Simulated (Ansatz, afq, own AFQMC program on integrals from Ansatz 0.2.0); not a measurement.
# GeNH3 (triplet): AFQMC on the coupled-cluster ladder at distance Ge1–N2 = 1.894 Å, cc-pVDZ

How near does AFQMC come to the top of the ladder for GeNH3 (triplet)?

Computed with Ansatz 0.2.0, Gaussian basis, and an in-house AFQMC program (afq) on its integrals; all values are calculated. Level: cc-pVDZ, frozen cores.

To be run: PBE (unrestricted); r2SCAN (unrestricted); PBE0 (unrestricted); B3LYP (unrestricted); wB97M-V (unrestricted); B2PLYP (unrestricted); CCSD(T) on UHF; Phaseless AFQMC, CISD trial on UHF; Phaseless AFQMC, single-determinant trial on UHF; Free-projection AFQMC, CISD trial on UHF.

1 further run of the same task is left out (it didn't finish).

## (1) The geometry

The geometry derives from a PBE0/def2-TZVP stationary point (not a proven minimum). One bond is set to the value named and the two fragments are kept rigid. No spin-orbit coupling is included. The filled d shell of Ge may be among the frozen orbitals whatever the setting's name suggests; the logs give the count.

5 atoms, charge 0, spin multiplicity 3.

Atoms are counted from 1 here; the program's logs count them from 0.

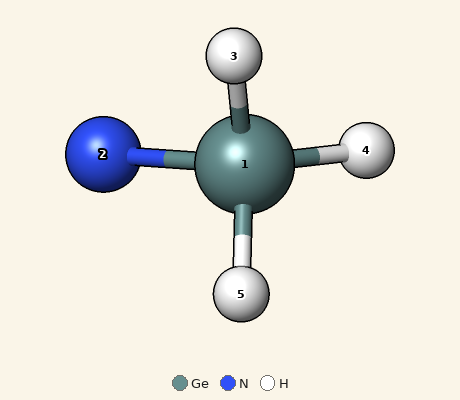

The geometry (germanium teal, nitrogen blue, hydrogen white); atoms are numbered from 1 in the order of the file.

## (2) PBE (unrestricted)

in.yaml

```yaml
crystal:
  periodic: [false, false, false]
  atoms:
    - {symbol: Ge, position_ang: [-0.279676, -0.002127, 0.000875]}
    - {symbol: N, position_ang: [1.614684, 0.012278, -0.005052]}
    - {symbol: H, position_ang: [-0.771963, 1.453501, 0.003931]}
    - {symbol: H, position_ang: [-0.751362, -0.736741, 1.265415]}
    - {symbol: H, position_ang: [-0.759290, -0.734117, -1.262204]}
basis:
  gaussian: {orbitals: cc-pVDZ}
magnetization: {spin_polarized: true, initial_magnetization: 2}
hamiltonian: {xc: {name: PBE}}
output: {orbitals: {seedname: orbitals}}
```

Command:

```
$ ansatz run in.yaml --threads 1 --pin off --events-out ev --progress --plain --max-ram 1382MiB
```

Output:

```text
Functional definition: PBE
  name "PBE"
  cite "Perdew, Burke & Ernzerhof, Phys. Rev. Lett. 77, 3865 (1996) doi:10.1103/PhysRevLett.77.3865"
  parent pbe
  parameter kappa = 0.804
  parameter beta = 0.06672455060314922
  exchange = pbe_x(kappa = kappa, mu = beta*pi^2/3)
  correlation = pbe_c(beta = beta)
747 factors; their error is unknown
mean field evaluation 1: about -58040.3722 eV, gradient 1.8e1 eV
mean field evaluation 2: about -58036.6220 eV, gradient 3.1e1 eV
mean field evaluation 4: about -58041.9691 eV, gradient 1.2e0 eV
mean field evaluation 8: about -58041.9687 eV, gradient 1.7e-2 eV
mean field evaluation 16: about -58041.9687 eV, gradient 5.7e-6 eV
mean field -58041.96867874 eV, -2133.0030066844 hartree, gradient 5.7e-6 eV, S^2 2.006193; 0 other end points of the search recorded, 0 dependent functions left out
reference -58041.96870773 eV, -2133.0030077496 hartree; 22, 20 occupied and 34, 36 virtual orbitals, 747 factors
Total energy: -58041.96870773 eV, -2133.0030077496 hartree
```

It took 1.9 s on 1 thread of Arm Neoverse V2, shared host.

From the report: ⟨S²⟩ of the determinant 2.006 (pure triplet: 2.00).

## (3) r2SCAN (unrestricted)

in.yaml, as its differences from that of step 2:

```diff
@@ -11,3 +11,2 @@
 magnetization: {spin_polarized: true, initial_magnetization: 2}
-hamiltonian: {xc: {name: PBE}}
-output: {orbitals: {seedname: orbitals}}
+hamiltonian: {xc: {name: r2SCAN}}
```

Same command.

Output:

```text
Functional definition: r2SCAN
  name "r2SCAN"
  cite "Furness, Kaplan, Ning, Perdew & Sun, J. Phys. Chem. Lett. 11, 8208 (2020) doi:10.1021/acs.jpclett.0c02405"
  cite "Furness, Kaplan, Ning, Perdew & Sun, J. Phys. Chem. Lett. 11, 9248 (2020) doi:10.1021/acs.jpclett.0c03077"
  parent r2scan
  parameter k0 = 0.174
  parameter k1 = 0.065
  parameter a1 = 4.9479
  exchange = r2scan_x(k0 = k0, k1 = k1, a1 = a1)
  correlation = r2scan_c
747 factors; their error is unknown
mean field evaluation 1: about -58050.3422 eV, gradient 1.5e1 eV
mean field evaluation 2: about -58048.7071 eV, gradient 2.2e1 eV
mean field evaluation 4: about -58051.5554 eV, gradient 6.1e-1 eV
mean field evaluation 8: about -58051.5491 eV, gradient 5.7e-2 eV
mean field evaluation 16: about -58051.5491 eV, gradient 5.1e-5 eV
mean field -58051.54910119 eV, -2133.3550807154 hartree, gradient 5.1e-5 eV, S^2 2.012580; 0 other end points of the search recorded, 0 dependent functions left out
reference -58051.54911035 eV, -2133.3550810519 hartree; 22, 20 occupied and 34, 36 virtual orbitals, 747 factors
Total energy: -58051.54911035 eV, -2133.3550810519 hartree
```

Wall time 4.4 s (1 thread of Arm Neoverse V2, shared host).

From the report: ⟨S²⟩ of the determinant 2.013 (pure triplet: 2.00).

## (4) PBE0 (unrestricted)

in.yaml, as its differences from that of step 3:

```diff
@@ -11,2 +11,3 @@
 magnetization: {spin_polarized: true, initial_magnetization: 2}
-hamiltonian: {xc: {name: r2SCAN}}
+hamiltonian: {xc: {name: PBE0}}
+output: {orbitals: {seedname: orbitals}}
```

Launched as before.

Output:

```text
Functional definition: PBE0
  name "PBE0"
  cite "Adamo & Barone, J. Chem. Phys. 110, 6158 (1999) doi:10.1063/1.478522"
  cite "Perdew, Burke & Ernzerhof, Phys. Rev. Lett. 77, 3865 (1996) doi:10.1103/PhysRevLett.77.3865"
  parent pbe
  parameter a = 0.25
  parameter kappa = 0.804
  parameter beta = 0.06672455060314922
  exchange = (1 - a)*pbe_x(kappa = kappa, mu = beta*pi^2/3) + a*exact_x
  correlation = pbe_c(beta = beta)
591 factors; integrals over basis functions are off by at most 8.8e-4 eV
mean field evaluation 1: about -58042.7176 eV, gradient 1.3e1 eV
mean field evaluation 2: about -58042.2992 eV, gradient 1.6e1 eV
mean field evaluation 4: about -58043.7195 eV, gradient 2.4e-1 eV
mean field evaluation 8: about -58043.7469 eV, gradient 8.3e-3 eV
mean field evaluation 16: about -58043.7469 eV, gradient 1.5e-5 eV
mean field -58043.74689232 eV, -2133.0683548282 hartree, gradient 1.5e-5 eV, S^2 2.008083; 0 other end points of the search recorded, 0 dependent functions left out
reference -58043.74691417 eV, -2133.0683556309 hartree; 22, 20 occupied and 34, 36 virtual orbitals, 591 factors
Total energy: -58043.74691417 eV, -2133.0683556309 hartree
```

Run time: 2.1 s. Hardware: 1 thread of Arm Neoverse V2, shared host.

From the report: ⟨S²⟩ of the determinant 2.008 (pure triplet: 2.00).

## (5) B3LYP (unrestricted)

in.yaml, as its differences from that of step 4:

```diff
@@ -11,3 +11,2 @@
 magnetization: {spin_polarized: true, initial_magnetization: 2}
-hamiltonian: {xc: {name: PBE0}}
-output: {orbitals: {seedname: orbitals}}
+hamiltonian: {xc: {name: B3LYP}}
```

Launched as before.

Output (excerpt; [...] marks lines left out):

```text
Functional definition: B3LYP
  name "B3LYP"
  cite "Stephens, Devlin, Chabalowski & Frisch, J. Phys. Chem. 98, 11623 (1994) doi:10.1021/j100096a001"
  cite "Becke, Phys. Rev. A 38, 3098 (1988) doi:10.1103/PhysRevA.38.3098"
  cite "Lee, Yang & Parr, Phys. Rev. B 37, 785 (1988) doi:10.1103/PhysRevB.37.785"
  cite "Vosko, Wilk & Nusair, Can. J. Phys. 58, 1200 (1980) doi:10.1139/p80-159"
[...]
591 factors; integrals over basis functions are off by at most 8.8e-4 eV
[...]
mean field -58053.96260613 eV, -2133.4437753862 hartree, gradient 6.5e-5 eV, S^2 2.007492; 0 other end points of the search recorded, 0 dependent functions left out
reference -58053.96281134 eV, -2133.4437829275 hartree; 22, 20 occupied and 34, 36 virtual orbitals, 591 factors
Total energy: -58053.96281134 eV, -2133.4437829275 hartree
```

Run time: 2.1 s. Hardware: 1 thread of Arm Neoverse V2, shared host.

From the report: ⟨S²⟩ of the determinant 2.007 (pure triplet: 2.00).

## (6) wB97M-V (unrestricted)

in.yaml, as its differences from that of step 5:

```diff
@@ -11,2 +11,3 @@
 magnetization: {spin_polarized: true, initial_magnetization: 2}
-hamiltonian: {xc: {name: B3LYP}}
+hamiltonian: {xc: {name: wB97M-V}}
+output: {orbitals: {seedname: orbitals}}
```

Launched as before.

Output (excerpt; [...] marks lines left out):

```text
Functional definition: wB97M-V
  name "wB97M-V"
  cite "Mardirossian & Head-Gordon, J. Chem. Phys. 144, 214110 (2016) doi:10.1063/1.4952647"
  cite "Becke, J. Chem. Phys. 107, 8554 (1997) doi:10.1063/1.475007"
  cite "Vydrov & Van Voorhis, J. Chem. Phys. 133, 244103 (2010) doi:10.1063/1.3521275"
  # Of w^i u^j: cxij and so on, Table III.
[...]
  gx(w, u) = 1 - cx + cx01*u + cx10*w
  gss(w, u) = css00 + css04*u^4 + css10*w + css20*w^2 + css43*w^4*u^3
  gos(w, u) = cos00 + cos10*w + (cos20 + cos21*u)*w^2 + (cos60 + cos61*u)*w^6
[...]
      + integral(e_c_pw_mod_opposite_spin*gos(b97_w_opposite, b97_u_opposite)) + vv10(b, c)
591 factors; integrals over basis functions are off by at most 8.8e-4 eV
172 factors; integrals over basis functions are off by at most 4.1e-6 eV
[...]
mean field -58048.61358419 eV, -2133.2472024556 hartree, gradient 8.3e-5 eV, S^2 2.009285; 0 other end points of the search recorded, 0 dependent functions left out
reference -58048.61361784 eV, -2133.2472036922 hartree; 22, 20 occupied and 34, 36 virtual orbitals, 591 factors
Total energy: -58048.61361784 eV, -2133.2472036922 hartree
```

Wall time 9.5 s (1 thread of Arm Neoverse V2, shared host).

From the report: ⟨S²⟩ of the determinant 2.009 (pure triplet: 2.00).

## (7) B2PLYP (unrestricted)

in.yaml, as its differences from that of step 6:

```diff
@@ -11,3 +11,3 @@
 magnetization: {spin_polarized: true, initial_magnetization: 2}
-hamiltonian: {xc: {name: wB97M-V}}
-output: {orbitals: {seedname: orbitals}}
+hamiltonian: {xc: {name: B2PLYP}}
+correlation: {electrons: outside_noble_gas}
```

Launched as before.

Output (excerpt; [...] marks lines left out):

```text
Functional definition: B2PLYP
  name "B2PLYP"
  cite "Grimme, J. Chem. Phys. 124, 034108 (2006) doi:10.1063/1.2148954"
  cite "Becke, Phys. Rev. A 38, 3098 (1988) doi:10.1103/PhysRevA.38.3098"
  cite "Lee, Yang & Parr, Phys. Rev. B 37, 785 (1988) doi:10.1103/PhysRevB.37.785"
[...]
591 factors; integrals over basis functions are off by at most 8.8e-4 eV
[...]
mean field -58037.86485475 eV, -2132.8521939343 hartree, gradient 3.2e-6 eV, S^2 2.010981; 0 other end points of the search recorded, 0 dependent functions left out
15 core orbitals not correlated: weight in the atoms' cores, before any rotation towards them, 0.997 or more for the frozen orbitals, at most 0.002 for the correlated occupied ones
reference -58037.86498657 eV, -2132.8521987787 hartree; 7, 5 occupied and 34, 36 virtual orbitals, 591 factors
second order -6.65760242 eV of doubles, -0.00000000 eV of singles
Total energy: -58039.66253922 eV, -2132.9182576203 hartree
```

It took 2.2 s on 1 thread of Arm Neoverse V2, shared host.

From the report: ⟨S²⟩ of the determinant 2.011 (pure triplet: 2.00).

## (8) CCSD(T) on UHF

in.yaml, as its differences from that of step 7:

```diff
@@ -11,3 +11,2 @@
 magnetization: {spin_polarized: true, initial_magnetization: 2}
-hamiltonian: {xc: {name: B2PLYP}}
-correlation: {electrons: outside_noble_gas}
+correlation: {method: ccsd_t, electrons: outside_noble_gas, hamiltonian_folder: ham}
```

Same command.

Output (excerpt; [...] marks lines left out):

```text
Functional definition: HF
  name "HF"
  cite "Fock, Z. Phys. 61, 126 (1930) doi:10.1007/BF01340294"
  parent pbe
[...]
591 factors; integrals over basis functions are off by at most 8.8e-4 eV
[...]
mean field -57999.94141035 eV, -2131.4585330580 hartree, gradient 2.4e-6 eV, S^2 2.020171; 2 other end points of the search recorded, 0 dependent functions left out
determinant -57999.94141035 eV, -2131.4585330580 hartree, with singles and doubles -58006.37810088 eV, -2131.6950770721 hartree
determinant -57997.72576905 eV, -2131.3771097422 hartree, with singles and doubles -58004.16524892 eV, -2131.6137562625 hartree
determinant -57997.72575233 eV, -2131.3771091276 hartree, with singles and doubles -58004.16524886 eV, -2131.6137562604 hartree
15 core orbitals not correlated: weight in the atoms' cores, before any rotation towards them, 0.997 or more for the frozen orbitals, at most 0.002 for the correlated occupied ones
reference -57999.94141035 eV, -2131.4585330580 hartree; 7, 5 occupied and 34, 36 virtual orbitals, 591 factors
second order -5.32262102 eV of doubles, -0.00000000 eV of singles
cycle   1  -6.43700057 eV  change   -3.1e-4 eV  update   7.3e-4
[...]
cycle   7  -6.43756631 eV  change    8.9e-7 eV  update   2.9e-6
perturbative correction -0.13193840 eV, -0.0048486466 hartree
Total energy: -58006.51091505 eV, -2131.6999579029 hartree
```

Run time: 3.5 s. Hardware: 1 thread of Arm Neoverse V2, shared host.

From the report: ⟨S²⟩ of the determinant 2.020 (pure triplet: 2.00); correlation -6.5695 eV; T1 0.015; largest double amplitude 0.03.

This run also writes the integrals to the folder ham.

## (9) Phaseless AFQMC, CISD trial on UHF

It reads the integrals that the CCSD(T) run on this determinant wrote.

Command:

```
$ afq ham --method phaseless --trial cisd --walkers 60 --populations 1 --least-time 40 --time-step 0.005 --steps-per-block 50 --equilibration-blocks 28 --max-blocks 300 --target-error 0.00042 --factor-cut 1e-05 --start spin_pure --seed 7902 --release-times 0.24,0.51,0.99,1.62,2.4 --release-step 0.03 --release-every 4 --taylor-order 6
```

Output:

```text
orbitals 41  electrons 7 5  factors 330 of 591
reference energy -2131.45853306 Eh
CCSD correlation -0.23657601 Eh in 12 cycles, weight of the determinant in the CISD state 0.8912
energy of the start -2131.694670 Eh
 block  time / (1/Eh)  mean weight  energy / Eh
     1     0.250  1.0006  -2131.691612
     2     0.500  0.9975  -2131.693964
     3     0.750  0.9991  -2131.695981
     4     1.000  1.0001  -2131.695961
     5     1.250  1.0011  -2131.695556
     6     1.500  0.9970  -2131.697263
     7     1.750  0.9995  -2131.698759
     8     2.000  0.9994  -2131.700280
     9     2.250  0.9986  -2131.701528
    10     2.500  0.9975  -2131.704985
    11     2.750  0.9999  -2131.698904
    16     4.000  0.9995  -2131.701833
    21     5.250  1.0024  -2131.700218
    26     6.500  0.9974  -2131.703278
    31     7.750  0.9985  -2131.699602
    36     9.000  1.0010  -2131.698599
    41    10.250  1.0021  -2131.696507
    46    11.500  0.9982  -2131.699406
    51    12.750  0.9961  -2131.703614
    56    14.000  1.0002  -2131.705210
    61    15.250  1.0024  -2131.699069
    66    16.500  0.9967  -2131.700085
    71    17.750  1.0001  -2131.700401
    76    19.000  0.9998  -2131.696389
    81    20.250  1.0033  -2131.699665
    86    21.500  1.0002  -2131.699684
    91    22.750  0.9972  -2131.701311
    96    24.000  0.9982  -2131.697817
   101    25.250  0.9991  -2131.701190
   106    26.500  0.9998  -2131.699315
   111    27.750  0.9986  -2131.700967
   116    29.000  1.0019  -2131.699977
   121    30.250  1.0006  -2131.698600
   126    31.500  1.0002  -2131.701230
   131    32.750  0.9988  -2131.702027
   136    34.000  1.0009  -2131.702054
   141    35.250  1.0011  -2131.698335
   146    36.500  1.0000  -2131.699554
   151    37.750  1.0021  -2131.711891
   156    39.000  1.0013  -2131.701756
   161    40.250  1.0018  -2131.700676
   166    41.500  1.0036  -2131.699939
   171    42.750  1.0018  -2131.699953
   176    44.000  1.0008  -2131.698929
   181    45.250  1.0010  -2131.698787
   186    46.500  0.9981  -2131.697426
   191    47.750  0.9993  -2131.698627
   196    49.000  0.9992  -2131.696364
   201    50.250  0.9996  -2131.697830
   206    51.500  1.0007  -2131.704586
   211    52.750  0.9999  -2131.700792
   216    54.000  1.0014  -2131.699463
   221    55.250  1.0003  -2131.702626
   226    56.500  1.0004  -2131.701117
   231    57.750  1.0003  -2131.699444
   236    59.000  1.0003  -2131.702037
blocks merged  error / Eh  count
     1  0.000227  210
     2  0.000286  105
     4  0.000343  52
     8  0.000385  26
    16  0.000449  13
released: time / (1/Eh)  energy / Eh  error  mean overlap
  0.24  -2131.700678  0.000437  0.9996
  0.51  -2131.700608  0.000395  1.0084
  0.99  -2131.701964  0.000355  0.9902
  1.62  -2131.701320  0.000442  1.0001
  2.40  -2131.700850  0.000584  1.0350
energy -2131.700785 +/- 0.000385 Eh
```

Run time: 8.2 min. Hardware: 1 thread of Arm Neoverse V2, shared host.

Energy -58006.5334 ± 0.0105 eV. Caveats: constraint bias not in the error.

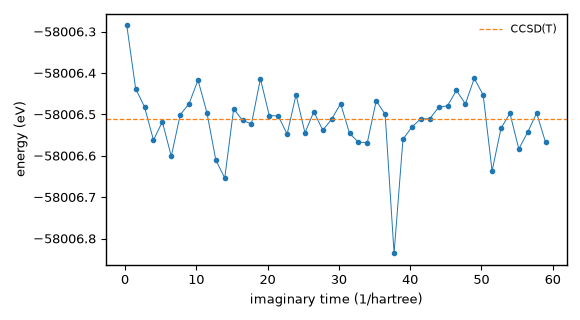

Block energies along the walk.

## (10) Phaseless AFQMC, single-determinant trial on UHF

It reads the integrals that the CCSD(T) run on this determinant wrote.

Command:

```
$ afq ham --method phaseless --trial hf --walkers 120 --populations 1 --least-time 40 --time-step 0.005 --steps-per-block 20 --equilibration-blocks 112 --max-blocks 600 --target-error 0.00126 --factor-cut 1e-05 --start spin_pure --seed 7544 --taylor-order 6
```

Output:

```text
orbitals 41  electrons 7 5  factors 330 of 591
reference energy -2131.45853306 Eh
CCSD correlation -0.23657601 Eh in 12 cycles, weight of the determinant in the CISD state 0.8912
energy of the start -2131.459045 Eh
 block  time / (1/Eh)  mean weight  energy / Eh
     1     0.100  1.0012  -2131.505350
     2     0.200  1.0000  -2131.548846
     3     0.300  1.0027  -2131.582963
     4     0.400  1.0013  -2131.604957
     5     0.500  1.0016  -2131.624369
     6     0.600  1.0021  -2131.643969
     7     0.700  1.0024  -2131.660306
     8     0.800  1.0034  -2131.671218
     9     0.900  1.0022  -2131.679630
    10     1.000  1.0015  -2131.690647
    18     1.800  1.0019  -2131.726148
    35     3.500  1.0018  -2131.684655
    52     5.200  0.9994  -2131.710154
    69     6.900  0.9995  -2131.707661
    86     8.600  0.9999  -2131.691764
   103    10.300  0.9997  -2131.723727
   120    12.000  0.9985  -2131.694312
   137    13.700  0.9990  -2131.711544
   154    15.400  1.0015  -2131.713419
   171    17.100  0.9990  -2131.712530
   188    18.800  1.0009  -2131.717318
   205    20.500  0.9997  -2131.705488
   222    22.200  1.0019  -2131.679409
   239    23.900  1.0007  -2131.688182
   256    25.600  1.0016  -2131.681393
   273    27.300  0.9980  -2131.710460
   290    29.000  1.0001  -2131.706873
   307    30.700  1.0018  -2131.709489
   324    32.400  1.0028  -2131.695199
   341    34.100  0.9981  -2131.693694
   358    35.800  1.0035  -2131.691739
   375    37.500  1.0003  -2131.677983
   392    39.200  0.9993  -2131.721706
   409    40.900  1.0000  -2131.717958
   426    42.600  1.0002  -2131.705936
   443    44.300  0.9998  -2131.680941
   460    46.000  0.9969  -2131.691013
   477    47.700  0.9979  -2131.713205
   494    49.400  0.9999  -2131.723488
   511    51.100  0.9977  -2131.713588
   528    52.800  0.9993  -2131.697911
   545    54.500  1.0008  -2131.733088
   562    56.200  0.9994  -2131.673953
   579    57.900  1.0000  -2131.714602
   596    59.600  0.9982  -2131.693460
   613    61.300  1.0006  -2131.671831
   630    63.000  0.9999  -2131.711312
   647    64.700  1.0006  -2131.691816
   664    66.400  1.0011  -2131.697170
   681    68.100  1.0008  -2131.702828
   698    69.800  1.0003  -2131.686851
blocks merged  error / Eh  count
     1  0.000594  600
     2  0.000789  300
     4  0.001008  150
     8  0.001258  75
    16  0.001472  37
    32  0.001527  18
    64  0.001566  9
energy -2131.701143 +/- 0.001527 Eh
```

Run time: 6.2 min. Hardware: 1 thread of Arm Neoverse V2, shared host.

Energy -58006.5432 ± 0.0416 eV. Caveats: constraint bias not in the error.

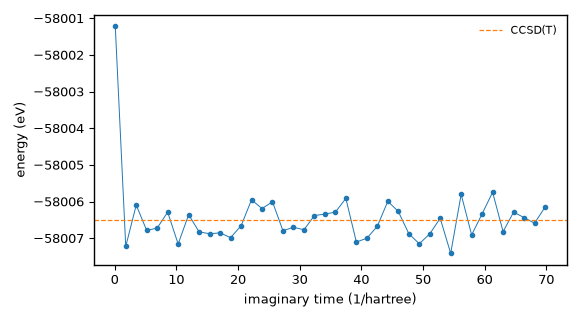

Block energies along the walk.

## (11) Free-projection AFQMC, CISD trial on UHF

It reads the integrals that the CCSD(T) run on this determinant wrote.

Command:

```
$ afq ham --method free --trial cisd --walkers 60 --time-step 0.03 --max-blocks 80 --target-error 0.00042 --factor-cut 1e-05 --seed 9107 --times 0,0.21,0.42,0.81,1.2,1.8,2.4,3 --taylor-order 8
```

Output:

```text
orbitals 41  electrons 7 5  factors 330 of 591
reference energy -2131.45853306 Eh
CCSD correlation -0.23657601 Eh in 12 cycles, weight of the determinant in the CISD state 0.8912
repeat  energy at the last time / Eh  error
    10  -2131.701424  0.000607
    20  -2131.701073  0.000575
    30  -2131.701011  0.000546
    40  -2131.701146  0.000557
    50  -2131.701234  0.000565
    60  -2131.701279  0.000486
    70  -2131.701602  0.000472
    80  -2131.701499  0.000434
time / (1/Eh)  energy / Eh  error  mean overlap
  0.00  -2131.695184  0.000147  1.1225
  0.21  -2131.697893  0.000145  1.1219
  0.42  -2131.699256  0.000170  1.1201
  0.81  -2131.700076  0.000192  1.1226
  1.20  -2131.700519  0.000231  1.1280
  1.80  -2131.700738  0.000280  1.1308
  2.40  -2131.701027  0.000328  1.1278
  3.00  -2131.701499  0.000434  1.1272
energy -2131.701499 +/- 0.000434 Eh
```

It took 5.7 min on 1 thread of Arm Neoverse V2, shared host.

Energy -58006.5529 ± 0.0118 eV. Caveats: remainder of the start not in the error.

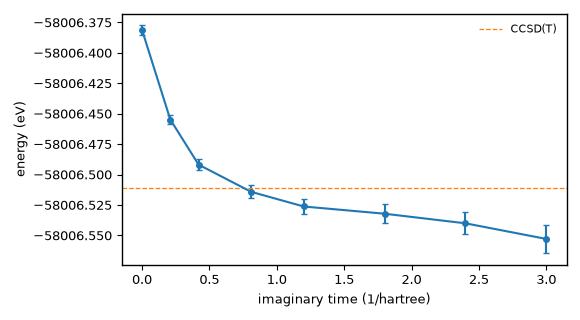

Energy against projection time, with error bars.

## (12) AFQMC on the ladder

On the UHF determinant, counted from CCSD(T) (a yardstick, not exact):

| level | energy (eV) | from CCSD(T) (meV) | statistical error (meV) | time |
| --- | --- | --- | --- | --- |
| HF | -57999.9414 | +6569.5 |  |  |
| MP2 | -58005.2640 | +1246.9 |  |  |
| CCSD | -58006.3790 | +131.9 |  |  |
| CCSD(T) | -58006.5109 | 0.0 |  |  |
| Phaseless AFQMC, CISD trial, step 0.005, 60 walkers | -58006.5334 | -22.5 | 10.5 | 8.2 min |
| Phaseless AFQMC, single-determinant trial, step 0.005, 120 walkers | -58006.5432 | -32.3 | 41.6 | 6.2 min |
| Free-projection AFQMC, CISD trial, step 0.03, 60 walkers | -58006.5529 | -41.9 | 11.8 | 5.7 min |

The functionals' totals stand on their own zeros and serve differences with other points: PBE -58041.969 eV; r2SCAN -58051.549 eV; PBE0 -58043.747 eV; B3LYP -58053.963 eV; wB97M-V -58048.614 eV; B2PLYP -58039.663 eV.

## (13) Results

| quantity | value |
| --- | --- |
| Phaseless AFQMC, CISD trial on UHF from CCSD(T) | -22.5 ± 10.5 meV |
| Phaseless AFQMC, single-determinant trial on UHF from CCSD(T) | -32.3 ± 41.6 meV |
| Free-projection AFQMC, CISD trial on UHF from CCSD(T) | -41.9 ± 11.8 meV |

What this shows: On UHF the phaseless walk with the CISD trial lies -22.5 meV from CCSD(T), within three error bars. Free projection has no constraint; at the last time it gives -41.9 ± 11.8 meV, and from a start that isn't spin pure other spins can mix in. Error bars are statistical and leave out the constraint, the time step and what remains of the start.
